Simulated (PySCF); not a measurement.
B(F)2(I), SMILES FB(F)I, PBE0/def2-SVP optimised geometry. Atoms within 1.6 Å of the plane z = 1.0 Å (x, y, z in Å): B1 (-0.73, 0.00, 0.00), F2 (-1.39, 1.13, 0.00), F3 (-1.39, -1.13, 0.00), I4 (1.39, 0.00, 0.00).

Computed with PBE0/def2-TZVP, def2 effective core potentials past Kr run with PySCF. The core electrons that the potentials of I replace are not part of the density.

Map of the electrostatic potential (hartree/e), clipped to [-0.08, 0.12] on the plane z = 1.0 Å:

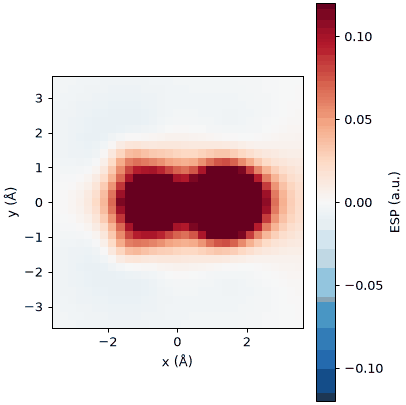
Figure. Electrostatic potential (hartree/e), clipped to [-0.08, 0.12] on the plane z = 1.0 Å.
